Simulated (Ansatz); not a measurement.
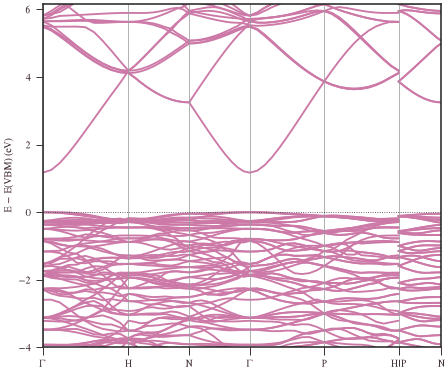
Band structure from plane-wave PAW LDA (Ansatz code)

Problem. Read off the gap and where the band edges lie.

Solution. About 1.2 eV (1.17 eV by a search for the band edges); maximum on the Γ–H line, 17 % of the way from Γ, minimum at Γ.

The material is In₂O₃ (bixbyite, Ia-3).

The cell was relaxed with LDA under the symmetry of its start. Scalar-relativistic: spin–orbit coupling is off unless named, which matters more the heavier the elements.

Potentials: the later of the program's two PAW sets.
